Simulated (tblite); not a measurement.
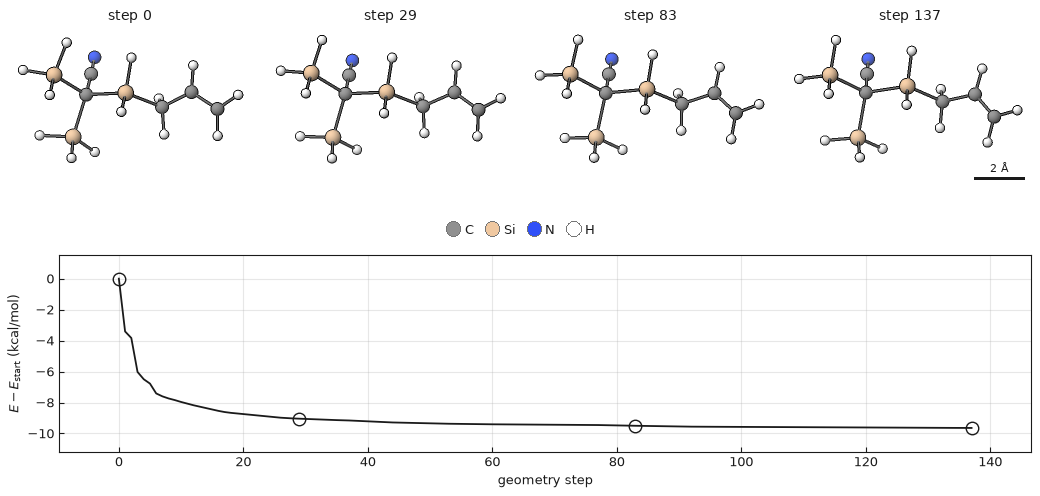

Frames of a relaxation of C₅H₁₃NSi₃, marked on the history of the run. Style: ball-and-stick. Shown at a tilt.

Level of theory: GFN2-xTB geometry optimisation, gas phase (tblite 0.8.0). 

What happens along the run?

After 137 geometry steps the energy has fallen by 9.64 kcal/mol. The largest move after the best rigid fit is that of an H atom, 0.63 Å. By element the largest moves are H 0.63 Å, C 0.34 Å, Si 0.28 Å, N 0.27 Å. Near-neighbour distances that change, for instance: C–Si 1.847 → 1.918 Å, C–C 1.475 → 1.416 Å, C–Si 1.870 → 1.906 Å, C–C 1.452 → 1.487 Å. Bond angles that change, for instance: Si–C–C 111.8° → 107.1°, H–C–H 120.9° → 116.3°, C–C–H 115.8° → 120.0°. The run took 2.6 s on 1 thread of Arm Neoverse N1, with other jobs on the host. From step 0 to 29: an H atom moves most (0.22 Å), energy −9.05 kcal/mol. From step 29 to 83: H atoms move most (0.28 Å), energy −0.46 kcal/mol. From step 83 to 137: an H atom moves most (0.28 Å), energy −0.14 kcal/mol.
